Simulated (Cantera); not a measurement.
Input: 1 mol AlN, 56 mol H2, held at 1.33 mbar.

Cantera equilibrium calculation (NASA polynomials, part measured and part estimated; ideal gas, pure solids and liquids). Candidate condensed phases: Al, AlN; 13 gas species. Kinetics and transport are ignored.

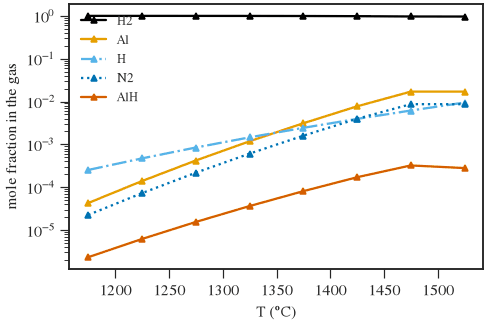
Equilibrium gas composition (values under 1e-9 drawn at 1e-9)

From 1175 °C to 1425 °C the condensed part is AlN(s). From 1475 °C to 1525 °C nothing is condensed. The main Al-bearing gas is Al throughout.
